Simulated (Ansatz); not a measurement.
# UPBE0/STO-3G run of BF2 (SMILES F[B]F)

What is the energy change on altering one bond length of BF2 at UPBE0/STO-3G? 

The calculation is run with Ansatz 0.2.0.

36 further runs of the same task are left out: 36 set aside as unsound or not needed.

## 1. The molecule

BF2 has 3 atoms, charge 0, and is taken as a doublet. SMILES: `F[B]F`. Geometry: relaxed at PBE0-D4/def2-TZVP.

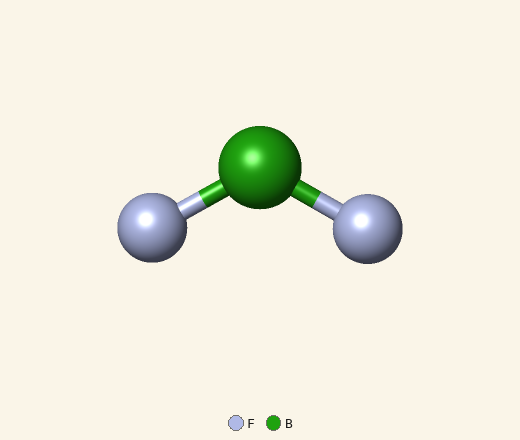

The structure, seen from a chosen angle (fluorine light blue, boron green).

## 2. The energy at UPBE0/STO-3G

job.yaml

```yaml
crystal:
  periodic: [false, false, false]
  atoms:
    - {symbol: F, position_ang: [0.513100, -1.044300, 0.160000]}
    - {symbol: B, position_ang: [0.279000, 0.240500, 0.181300]}
    - {symbol: F, position_ang: [-0.802900, 0.738900, -0.354600]}
basis:
  gaussian:
    orbitals: STO-3G
magnetization:
  spin_polarized: true
  initial_magnetization: 1
hamiltonian:
  xc: {name: PBE0}
accuracy: high
```

Command:

```
$ ansatz run job.yaml --threads 1 --pin off --max-ram 2610MiB --events-out events.jsonl --progress --plain --runs-dir runs
```

The program printed:

```text
Warning: RAYON_NUM_THREADS=1 ignored (pool sized by the plan → 1); use --threads N
Functional definition: PBE0
  name "PBE0"
  parameter a = 0.25
  parameter kappa = 0.804
  parameter beta = 0.06672455060314922
  exchange = (1 - a)*pbe_x(kappa = kappa, mu = beta*pi^2/3) + a*exact_x
  correlation = pbe_c(beta = beta)
250 factors; integrals over basis functions are off by at most 3.9e-8 eV
mean field evaluation 1: about -6017.5033 eV, gradient 6.4e0 eV
mean field evaluation 2: about -6017.7010 eV, gradient 5.6e0 eV
mean field evaluation 4: about -6017.9043 eV, gradient 1.8e-1 eV
mean field evaluation 8: about -6017.8999 eV, gradient 5.0e-3 eV
mean field evaluation 16: about -6017.8999 eV, gradient 1.8e-8 eV
mean field -6017.89991024 eV, -221.1537426221 hartree, gradient 1.8e-8 eV, S^2 0.752249; 0 other end points of the search recorded, 0 dependent functions left out
reference -6017.89991115 eV, -221.1537426558 hartree; 12, 11 occupied and 3, 4 virtual orbitals, 250 factors
Total energy: -6017.89991115 eV, -221.1537426558 hartree
```

Wall time 0.74 s (1 thread of Intel Xeon Platinum 8488C (Sapphire Rapids), shared host); peak memory 0.13 GiB.

## 3. The distorted shape, same level

molecule.yaml

```yaml
crystal:
  periodic: [false, false, false]
  atoms:
    - {symbol: F, position_ang: [0.783557, -1.168892, 0.293966]}
    - {symbol: B, position_ang: [0.549457, 0.115908, 0.315266]}
    - {symbol: F, position_ang: [-0.802900, 0.738900, -0.354600]}
basis:
  gaussian: {orbitals: STO-3G}
magnetization: {spin_polarized: true, initial_magnetization: 1}
total_charge: 0
accuracy: high
hamiltonian: {xc: {name: PBE0}}
```

Command:

```
$ ansatz run molecule.yaml --threads 1 --pin off --max-ram 2610MiB --events-out events.jsonl --progress --plain --runs-dir runs
```

The program printed (excerpt; [...] marks lines left out):

```text
Warning: RAYON_NUM_THREADS=1 ignored (pool sized by the plan → 1); use --threads N
[... 7 set-up lines as earlier in the session ...]
249 factors; integrals over basis functions are off by at most 4.0e-8 eV
mean field evaluation 1: about -6015.2789 eV, gradient 1.1e1 eV
mean field evaluation 2: about -6009.4769 eV, gradient 3.6e1 eV
mean field evaluation 4: about -6016.4482 eV, gradient 1.4e0 eV
mean field evaluation 8: about -6016.4435 eV, gradient 2.8e-2 eV
mean field evaluation 16: about -6016.4435 eV, gradient 9.7e-7 eV
mean field -6016.44348519 eV, -221.1002199887 hartree, gradient 1.8e-8 eV, S^2 0.755134; 0 other end points of the search recorded, 0 dependent functions left out
reference -6016.44348611 eV, -221.1002200227 hartree; 12, 11 occupied and 3, 4 virtual orbitals, 249 factors
Total energy: -6016.44348611 eV, -221.1002200227 hartree
```

Wall time 0.76 s (1 thread of Intel Xeon Platinum 8488C (Sapphire Rapids), shared host); peak memory 0.13 GiB.

## 4. Results

At UPBE0/STO-3G:

| quantity | value |
| --- | --- |
| first shape: total energy | -221.15374 Eh |
| first shape: ⟨S²⟩ | 0.752 |
| distorted shape: total energy | -221.10022 Eh |
| distorted shape: ⟨S²⟩ | 0.755 |
| energy change with the B2–F3 bond stretched from 1.306 to 1.633 Å | 1.456 eV |

**Reading.** With the B2–F3 bond stretched from 1.306 to 1.633 Å the energy rises by 1.46 eV (141 kJ/mol). The first shape isn't relaxed at this level, so the change isn't measured from a minimum. The minimal basis adds a large error of its own.
